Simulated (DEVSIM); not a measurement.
Device: CdTe p-n junction from an implanted or diffused profile, at 500 K.

```
layer (left to right)  material  thickness (μm)  Nd (cm⁻³)  τn (s)  τp (s)
---------------------  --------  --------------  ---------  ------  ------
1                          CdTe            4.60     8.3e16  1.4e-9  1.4e-9
```

Added acceptor profile: 3.2e18 cm⁻³ × exp(−(x − 0 μm)²/(2·(0.023 μm)²)). Left contact: ohmic. Right contact: ohmic. Voltage is applied to the left contact. Recombination: SRH at mid-gap. Mobility is constant in doping.

Constants are typed, rounded textbook-type inputs, not results; the design itself was drawn at random and stands for no fabricated device. Values at 300 K; Nc and Nv go as T^1.5, mobilities as T to minus their exponent, the gap by Varshni's rule with the affinity fixed.

| parameter | CdTe |
|---|---|
| gap (eV) | 1.5 |
| affinity (eV) | 4.28 |
| permittivity | 10.2 |
| Nc (cm⁻³) | 8e17 |
| Nv (cm⁻³) | 1.8e19 |
| μn (cm²/Vs) | 1000 |
| μp (cm²/Vs) | 80 |
| T exponent of μn | 1.7 |
| T exponent of μp | 1.5 |
| Varshni α (eV/K) | 0.00031 |
| Varshni β (K) | 108 |

Model (solved in DEVSIM): 1D drift-diffusion, Boltzmann statistics, complete ionisation; no tunnelling, impact ionisation, image-force lowering or self-heating.

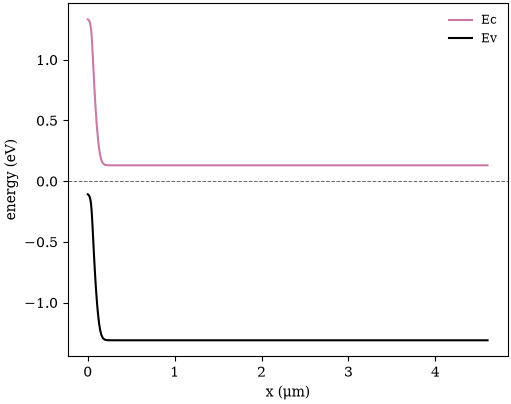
Figure: Band edges at zero bias

Energies count from the Fermi level of the right contact; mesh points crowd at the junctions.

```
x (μm)   Ec (eV)  Ev (eV)  n (cm⁻³)  p (cm⁻³)  field (V/cm)
-------  -------  -------  --------  --------  ------------
0.000      1.332   -0.109     64000    3.1e18         -2400
0.01475    1.322   -0.119     81000    2.5e18        -13000
0.02805    1.295   -0.146    150000    1.3e18        -31000
0.04186    1.219   -0.222    880000    2.3e17        -87000
0.05934    1.006   -0.435     1.3e8    1.6e15       -140000
0.07268    0.818   -0.622     9.7e9    2.1e13       -140000
0.08556    0.654   -0.787    4.4e11    4.6e11       -120000
0.1035     0.465   -0.976    3.6e13     5.6e9        -93000
0.1207     0.327   -1.114    8.7e14     2.3e8        -67000
0.1549     0.177   -1.264    2.8e16   7100000        -23000
0.2137     0.132   -1.308    8.0e16   2500000         -1100
0.3890     0.131   -1.310    8.3e16   2400000           ≈ 0
0.6373     0.131   -1.310    8.3e16   2400000           ≈ 0
1.130      0.131   -1.310    8.3e16   2400000           ≈ 0
2.392      0.131   -1.310    8.3e16   2400000           ≈ 0
3.406      0.131   -1.310    8.3e16   2400000           ≈ 0
3.932      0.131   -1.310    8.3e16   2400000           ≈ 0
4.247      0.131   -1.310    8.3e16   2400000           ≈ 0
4.449      0.131   -1.310    8.3e16   2400000           ≈ 0
4.529      0.131   -1.310    8.3e16   2400000           ≈ 0
4.572      0.131   -1.310    8.3e16   2400000           ≈ 0
4.600      0.131   -1.310    8.3e16   2400000           ≈ 0
```
